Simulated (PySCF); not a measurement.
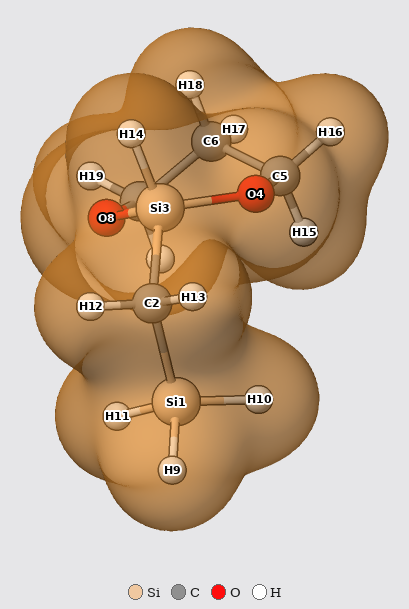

*C₄H₁₂O₂Si₂ (SMILES [SiH3]C[SiH]1OCCCO1). Isosurface of the electron density at 0.05 e/Å³ (orange), seen at an oblique angle.*

Geometry: GFN2-xTB.

Theory: PBE0/pcSseg-1, SCF density, gas phase, non-relativistic (PySCF 2.14.0).

```xyz
20

Si    2.7451   -0.4908    0.3939
C     2.0204    1.0582   -0.4267
Si    0.1369    1.1366   -0.4532
O    -0.4213   -0.0463   -1.4313
C    -1.4580   -0.9064   -1.0496
C    -2.3122   -0.3408    0.0774
C    -1.4587   -0.0481    1.3045
O    -0.4540    0.8942    1.0507
H     4.2089   -0.4550    0.2752
H     2.2593   -1.7143   -0.2558
H     2.3956   -0.5381    1.8171
H     2.3871    1.9448    0.0852
H     2.3739    1.1325   -1.4528
H    -0.4025    2.4133   -0.9343
H    -1.0176   -1.8620   -0.7356
H    -2.0744   -1.0856   -1.9386
H    -3.0961   -1.0529    0.3357
H    -2.7677    0.5918   -0.2604
H    -2.0817    0.3551    2.1114
H    -0.9884   -0.9753    1.6583
```

> Which contacts does the surface bridge?

At this value the surface is in one piece. It bridges the sampled C–O (1.40 Å), C–C (1.52 Å), Si–O (1.63 Å) and C–Si (1.89 Å) contacts, where the density stays above the isovalue. On the grid the lowest density along these lines, outside the cores, is 1.8 e/Å³ (C–O, 1.40 Å), 1.7 e/Å³ (C–C, 1.52 Å), 1 e/Å³ (Si–O, 1.63 Å) and 0.81 e/Å³ (C–Si, 1.89 Å).
